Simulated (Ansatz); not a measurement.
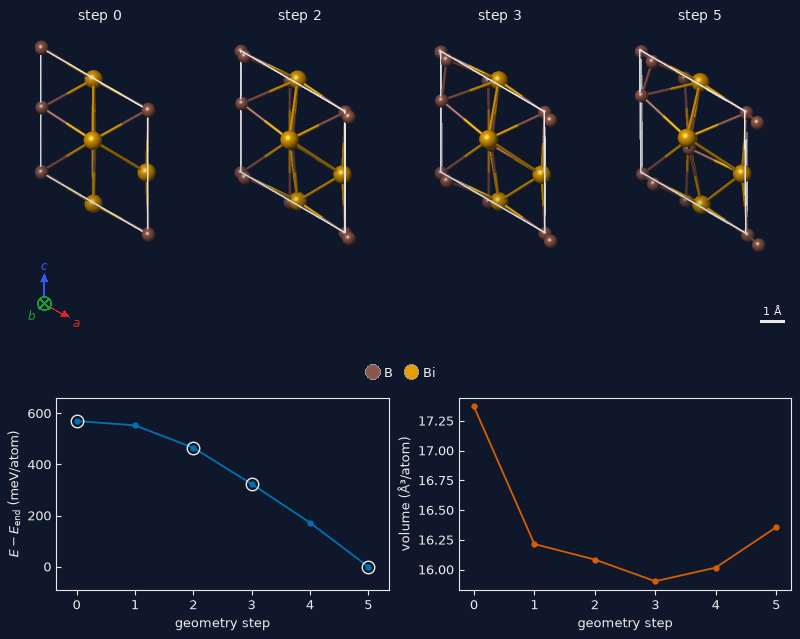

Frames of a relaxation of a crystal of Bi₃B₅ (a generated structure, set up in P1) (coarse preliminary run), marked on the history of the run. The picture is a ball-and-stick view of the cell of the calculation, seen along the b axis.

Computed with Ansatz 0.2.0, DFT PBE, scalar-relativistic, plane waves, PAW.

Input
```yaml
crystal:
  lattice:
    - [-3.2871694079, 3.2858656036, 3.206520291]
    - [3.274186268, -3.359955107, 3.2676266545]
    - [3.2363101733, 3.3090958725, -3.2806097944]
  atoms:
    - { symbol: B, position: [0.0083574614, 0.0088990128, -0.0011871883] }
    - { symbol: B, position: [1.0129683633, 0.0199187052, 0.5237858589] }
    - { symbol: B, position: [1.0064852012, 0.4993955029, 0.006453027] }
    - { symbol: B, position: [0.4926483576, 0.9905394394, 0.992397652] }
    - { symbol: B, position: [0.5094548025, 0.4903272675, 0.4967500337] }
    - { symbol: Bi, position: [0.9903117558, 0.4838049109, 0.4918301246] }
    - { symbol: Bi, position: [0.4932188275, 0.5065679618, -0.0074608341] }
    - { symbol: Bi, position: [0.4865552307, 0.0005471995, 0.4974313262] }
basis:
  ecutwfc: 420
kpoints:
  mp_grid: { grid: [6, 6, 6] }
hamiltonian:
  xc: pbe
scf:
  occupations: { method: gaussian, width: 0.2 }
  lower_state_search: "off"
output:
  forces: true
  stress: true
  eigenvalues: true
relax:
  adjacent_minimum: "off"
  f_tol: 0.025
  max_steps: 60
  cell: { stress_tol: 0.25 }
```

Command:
```bash
ansatz run input.yaml --threads 1 --pin off --max-ram 2048MiB --backend cpu --events-out ev --progress --plain --runs-dir out
```

Describe the path.

Answer. The run was cut off at its time limit before the relaxation converged, so the last structure is only a point on the way. B1 moves most relative to the cell: 0.84 Å along [2 2 −1]. Largest moves by element: B 0.84 Å, Bi 0.40 Å. The volume changes by −5.8 %, with a 5.647 → 5.517 Å (−2.3 %), b 5.717 → 5.582 Å (−2.4 %), c 5.673 → 5.596 Å (−1.4 %), α 110.3° → 111.4°, β 108.7° → 109.4°, γ 110.5° → 108.6°. Among the contacts that change: B1–B2 2.726 → 1.586 Å, B1–B4 2.784 → 1.914 Å, B1–B3 2.793 → 1.935 Å, B2–B3 3.154 → 2.343 Å. New bonds form: B1–B2 (2.73 → 1.59 Å). Bond angles that change, for instance: B2–Bi7–B5 107.9° → 78.6°, B3–Bi7–Bi8 125.8° → 102.9°, Bi8–Bi7–Bi8 177.9° → 156.1°. The space group stays P1 (No. 1). After 5 geometry steps the energy has fallen by 570 meV per atom. Largest force component: 0.39 eV/Å at the start, 2.2 eV/Å at the end. The pressure goes from −2.28 to 0.59 GPa. The run took 7 min on 1 thread of Arm Neoverse V1 (shared host), peak memory 0.66 GiB. From step 0 to 2: B1 moves most (0.30 Å), volume −7.4 %, energy −104 meV per atom. From step 2 to 3: B1 moves most (0.19 Å), volume −1.1 %, energy −142 meV per atom. From step 3 to 5: B1 moves most (0.37 Å), volume +2.9 %, energy −324 meV per atom.

```
step  E − E(0), meV/atom  largest force component, eV/Å  pressure, GPa  volume, Å³/atom
   0                0.00                         0.3918          -2.28           17.370
   1              -16.67                         1.2954           2.63           16.214
   2             -104.28                         1.9871           2.19           16.084
   3             -245.97                         2.5414           2.59           15.902
   4             -397.23                         1.6960           2.73           16.016
   5             -569.63                         2.1972           0.59           16.355
```
